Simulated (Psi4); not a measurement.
**SVWN5/def2-SVP run of SiH4O4 (SMILES O[Si](O)(O)O)**

Aim: the vertical singlet–triplet gap of SiH4O4 at SVWN5/def2-SVP, from 2 runs. 

The results are computed with Psi4 1.11.

9 further runs of the same task are left out: 7 that didn't finish, 2 set aside as unsound or not needed.

## (1) The system as given

The species is SiH4O4 (9 atoms), meant as a singlet with charge 0. SMILES: `O[Si](O)(O)O`. The coordinates come from a PBE0-D4/def2-TZVP relaxation. This is one conformer, not always the lowest.

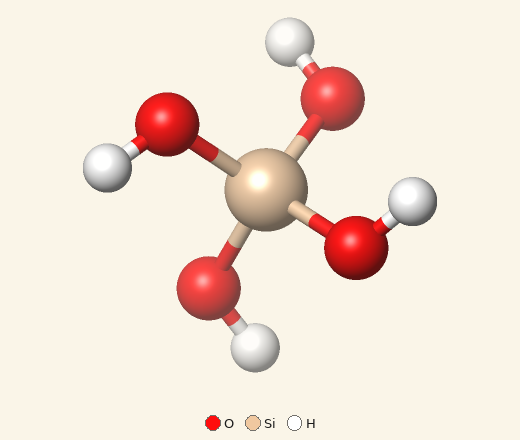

Viewed from a chosen angle; oxygen red, silicon light orange, hydrogen white.

## (2) The energy at SVWN5/def2-SVP

File calc.py:

```python
import psi4

psi4.set_memory('2200 MB')
psi4.set_num_threads(1)
psi4.core.set_output_file('h4o4si.out', False)

m = psi4.geometry("""
O
Si 1 1.630981
O 2 1.630975 1 106.38019
O 2 1.63098 3 106.38066 1 124.05948
O 2 1.630982 3 115.84778 1 -117.9703
H 1 0.958106 2 116.58611 3 36.75556
H 3 0.958113 2 116.58438 4 -36.74079
H 4 0.958111 2 116.58379 3 160.76572
H 5 0.958106 2 116.58573 3 81.24287
symmetry c1
no_reorient
no_com
""")

psi4.set_options({
    'basis': 'def2-SVP',
    'puream': True,
    'e_convergence': 1e-09,
    'd_convergence': 1e-08,
    'scf_type': 'pk',
    'dft_radial_points': 99,
    'dft_spherical_points': 590,
})

e, wfn = psi4.energy('scf', dft_functional={"name": "SVWN5", "x_functionals": {"LDA_X": {}}, "c_functionals": {"LDA_C_VWN": {}}}, return_wfn=True)
print(f'scf energy: {e:.10f} Eh')
```

Launch:

```bash
$ python calc.py
```

h4o4si.out:

```text
[...]
  Running in c1 symmetry.
[...]
  Nuclear repulsion =  269.977287468162217
[...]
  Multiplicity = 1
[...]
  Nalpha       = 25
  Nbeta        = 25
[...]
    Number of basis functions: 94
[...]
   @RKS iter   1:  -588.75497232464761    1.88434e-01   1.37257e-02 DIIS/ADIIS
[...]
   @RKS iter  10:  -589.36111944474555   -5.00222e-12   4.67229e-09 DIIS
[...]
    Orbital Energies [Eh]
    ---------------------
    Doubly Occupied:
       1A    -65.156296     2A    -18.596839     3A    -18.596747
       4A    -18.596746     5A    -18.596723     6A     -5.062678
       7A     -3.507725     8A     -3.507725     9A     -3.507372
      10A     -0.921647    11A     -0.881818    12A     -0.881818
      13A     -0.876238    14A     -0.527557    15A     -0.468544
      16A     -0.468542    17A     -0.458752    18A     -0.337414
      19A     -0.311717    20A     -0.311715    21A     -0.310891
      22A     -0.288132    23A     -0.287351    24A     -0.258013
      25A     -0.258011
[...]
  @RKS Final Energy:  -589.36111944474555
   => Energetics <=
    Nuclear Repulsion Energy =            269.9772874681622170
    One-Electron Energy =               -1356.1841081712384494
    Two-Electron Energy =                 550.4883760662547729
    DFT Exchange-Correlation Energy =     -53.6426748079241662
    Empirical Dispersion Energy =           0.0000000000000000
    VV10 Nonlocal Energy =                  0.0000000000000000
    Total Energy =                       -589.3611194447455546
[...]
 Multipole Moments:
 ------------------------------------------------------------------------------------
     Multipole            Electronic (a.u.)      Nuclear  (a.u.)        Total (a.u.)
 ------------------------------------------------------------------------------------
 L = 1.  Multiply by 2.5417464519 to convert [e a0] to [Debye]
 Dipole X            :         -0.0000036            0.0000274            0.0000238
 Dipole Y            :         -0.0000987            0.0002551            0.0001563
 Dipole Z            :         -0.0000936            0.0002934            0.0001998
 Magnitude           :                                                    0.0002548
[...]
```

Standard output:

```text
scf energy: -589.3611194447 Eh
```

It took 7.2 s on 1 thread of Intel Xeon 6975P-C (Granite Rapids), shared host; peak memory 0.65 GiB.

## (3) The triplet: energy and gradient at USVWN5/def2-SVP

File input.dat:

```
memory 2.2 GB

molecule m {
  0 3
  O     -0.969050     0.776350    -1.057560
  Si     0.000010     0.000030    -0.000040
  O      1.527610     0.433680    -0.372150
  O     -0.043140    -1.629280    -0.059900
  O     -0.515400     0.419370     1.489460
  H     -0.639460     0.869750    -1.952330
  H      2.226280    -0.135170    -0.046190
  H     -0.768040    -2.056130     0.398680
  H     -0.818790     1.321420     1.600040
  symmetry c1
}

set {
  basis def2-SVP
  reference uks
  puream true
  e_convergence 1e-09
  d_convergence 1e-06
  scf_type pk
  dft_radial_points 99
  dft_spherical_points 590
  maxiter 150
  level_shift 0.3
  level_shift_cutoff 1e-09
}

e_tot, wfn = gradient("scf", dft_functional={"name": "SVWN5", "x_functionals": {"LDA_X": {}}, "c_functionals": {"LDA_C_VWN": {}}}, return_wfn=True)
```

Launch:

```bash
$ psi4 -i input.dat -o output.dat -n 1
```

output.dat, cut to the lines that bear on the results:

```text
[...]
  Running in c1 symmetry.
[...]
  Nuclear repulsion =  269.977267005942508
[...]
  Multiplicity = 3
[...]
  Nalpha       = 26
  Nbeta        = 24
[...]
    Number of basis functions: 94
[...]
   @UKS iter   1:  -588.60628234438855    3.37123e-01   1.19383e-02 ADIIS/DIIS/SHIFT
[...]
   @UKS iter 104:  -589.09893319327682   -7.29642e-10   6.70892e-07 DIIS/SHIFT
[...]
   @S^2 Observed:                2.001035360E+00
[...]
  @UKS Final Energy:  -589.09893319327682
   => Energetics <=
    Nuclear Repulsion Energy =            269.9772670059425081
    One-Electron Energy =               -1353.6502184379050959
    Two-Electron Energy =                 548.0536456138904668
    DFT Exchange-Correlation Energy =     -53.4796273752045508
    Empirical Dispersion Energy =           0.0000000000000000
    VV10 Nonlocal Energy =                  0.0000000000000000
    Total Energy =                       -589.0989331932768209
[...]
 Multipole Moments:
 ------------------------------------------------------------------------------------
     Multipole            Electronic (a.u.)      Nuclear  (a.u.)        Total (a.u.)
 ------------------------------------------------------------------------------------
 L = 1.  Multiply by 2.5417464519 to convert [e a0] to [Debye]
 Dipole X            :          0.0101482           -0.0000323            0.0101159
 Dipole Y            :          0.0086772           -0.0002244            0.0084528
 Dipole Z            :          0.0109264            0.0003169            0.0112433
 Magnitude           :                                                    0.0173260
[...]
  -Total Gradient:
     Atom            X                  Y                   Z
    ------   -----------------  -----------------  -----------------
       1        0.033528065787     0.004387049676    -0.021931934025
       2       -0.001829382341    -0.001556163788    -0.002028368396
       3        0.005679452454    -0.036034817463     0.023956101671
       4       -0.024620861171     0.003105040810     0.031770914638
       5       -0.004495845152     0.037050168422    -0.022624681701
       6       -0.016810155334    -0.010206179231     0.042696150402
       7       -0.034393431061     0.026348659090    -0.019587086559
       8        0.031625521306     0.022709148640    -0.026352479178
       9        0.011316834212    -0.045802629705    -0.005898339742
[...]
```

Run time: 83 s. Hardware: 1 thread of Intel Xeon 6975P-C (Granite Rapids), shared host; peak memory 0.65 GiB.

## (4) Results

At SVWN5/def2-SVP:

| quantity | value |
| --- | --- |
| singlet: total energy | -589.36112 Eh |
| singlet: dipole moment | 0.00 D |
| singlet: HOMO energy | -7.02 eV |
| singlet: LUMO energy | 0.08 eV |
| singlet: HOMO–LUMO gap | 7.10 eV |
| triplet: total energy | -589.09893 Eh |
| triplet: dipole moment | 0.04 D |
| triplet: HOMO energy (highest over α and β) | -0.97 eV |
| triplet: ⟨S²⟩ | 2.001 |
| triplet: largest force on an atom | 2.445 eV/Å |
| vertical energy of the triplet above the singlet | 7.134 eV |

**Reading.** At this shape the triplet lies 7.13 eV (688 kJ/mol) above the singlet.
